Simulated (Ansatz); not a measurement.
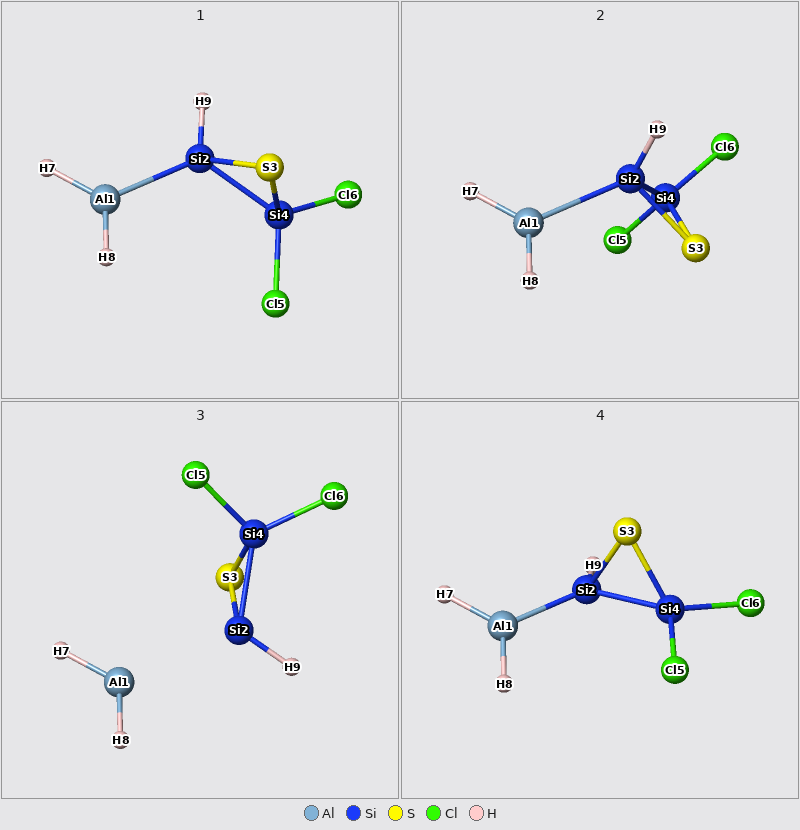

AlCl₂H₃SSi₂, SMILES [AlH2][SiH]1S[Si]1(Cl)Cl. The first coordinate is: bond length Al1–Si2; the second: dihedral H7–Al1–Si2–Si4. Nothing is relaxed (all other coordinates rigid). The grid has 15 × 15 points. All energies are given in kJ/mol relative to the relaxed molecule at the same level. The calculation used Ansatz, RHF/def2-SVP.

The numbered pictures are structures from this grid.

Rank them by energy, lowest first.

1, at bond length Al1–Si2 = 2.507 Å, dihedral H7–Al1–Si2–Si4 = −156°: 0.6 kJ/mol; 2, at bond length Al1–Si2 = 2.697 Å, dihedral H7–Al1–Si2–Si4 = −84°: 19 kJ/mol; 4, at bond length Al1–Si2 = 2.221 Å, dihedral H7–Al1–Si2–Si4 = 156°: 39 kJ/mol; 3, at bond length Al1–Si2 = 3.174 Å, dihedral H7–Al1–Si2–Si4 = 36°: 109 kJ/mol.

The map, with the structures marked:

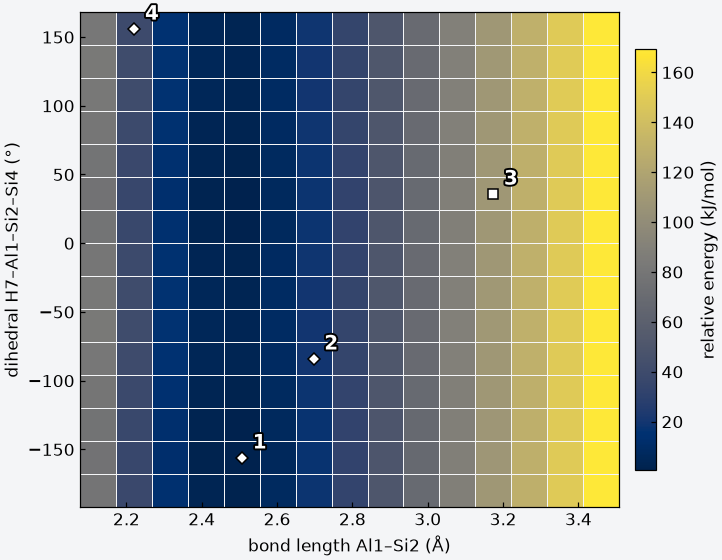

The picture shows one coloured cell a grid point.
